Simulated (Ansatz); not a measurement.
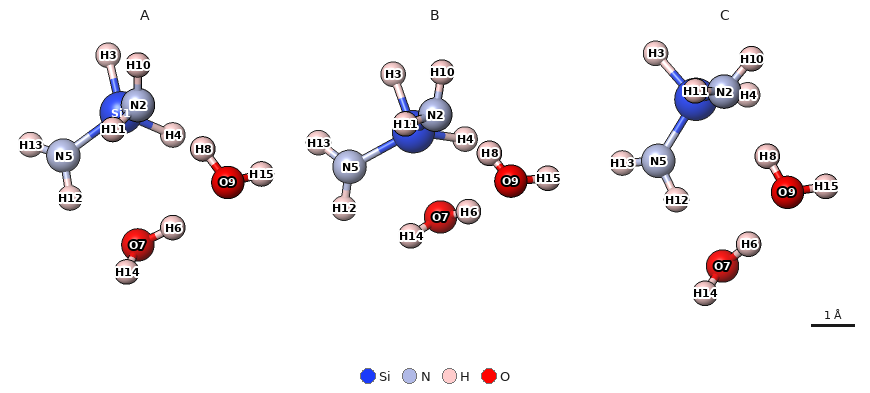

3 geometries from one relaxation of SiN₂H₁₀O₂ (started from a transition state, displaced along its imaginary mode), in shuffled order. A ball-and-stick model, seen at a tilt.

The calculation used RKS PBE0-D4/def2-TZVP (Ansatz 0.2.0). (force threshold 0.005 eV/Å; at most 200 steps)

Order the frames from highest to lowest energy.

Answer. B, A, C. They are steps 0, 8, 28, at +2.069 eV, +0.175 eV relative to the last. H14 moves most after the best rigid fit: 1.36 Å. By element the largest moves are H 1.36 Å, O 1.17 Å, Si 0.79 Å, N 0.56 Å. Among the contacts that change: Si1–O7 2.174 → 4.020 Å, H8–O9 0.839 → 0.985 Å, H6–O7 0.850 → 0.979 Å, Si1–N5 1.735 → 1.694 Å. Bond angles that change, for instance: N2–Si1–H3 98.2° → 114.4°, N2–Si1–N5 120.3° → 108.0°, H3–Si1–N5 96.4° → 106.3°. The energy falls by 2.069 eV in 27 accepted moves (28 points after the start). The largest force component goes from 12 to 0.0044 eV/Å. The line search rejected the trial step at point 15 of the run. The run took 2.1 min on 8 threads of Intel Xeon @ 2.50GHz, with other jobs on the host.
